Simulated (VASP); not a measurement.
Band structure of GaN (wurtzite). These are PBE GGA with D3 dispersion (zero damping), VASP's PBE PAW potentials (set 64) (plane waves; VASP) values and carry that method's errors.

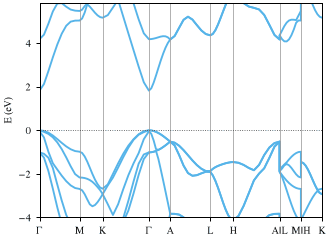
Fig. 1. Bands along high-symmetry lines, zero at the valence-band maximum or, without a gap, the Fermi level

Q: Read the plot: is there a gap, and where are the band edges?

A: The gap is direct, 1.82 eV, from the valence maximum at Γ to the conduction minimum at Γ. (Edges off the drawn lines would not show.)

Measured: gap 3.68 eV (computed value off by -1.86 eV), as given by Wei Chen et al., Physical Review Materials (2018), doi:10.1103/physrevmaterials.2.073803 [zero-point renormalisation of 0.17 eV added back (the table's ZPR column)].

The compound is GaN in the wurtzite structure. It was relaxed first.
